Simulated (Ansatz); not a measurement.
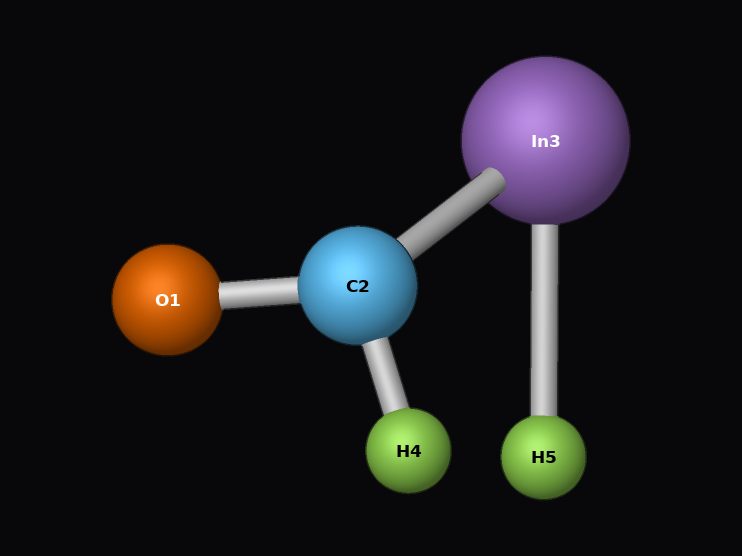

The questions are on Mulliken charges. State: neutral, doublet. Geometry: atoms displaced at random (about 0.13 Å) from a stationary point of GFN2-xTB. Method: UKS PBE-D4/def2-TZVPP, core potentials on In (Ansatz 0.2.0).

**Which atom carries the highest charge (most positive or least negative)?**

In3 (0.32 e).

**And the lowest?**

O1 (−0.26 e).

List the Mulliken charges.

```json
{"atom": "O1", "value (e)": "−0.26"}
{"atom": "C2", "value (e)": "0.02"}
{"atom": "In3", "value (e)": "0.32"}
{"atom": "H4", "value (e)": "0.11"}
{"atom": "H5", "value (e)": "−0.19"}
```

Mulliken values depend strongly on the basis set and can even reverse the polarity of a bond.
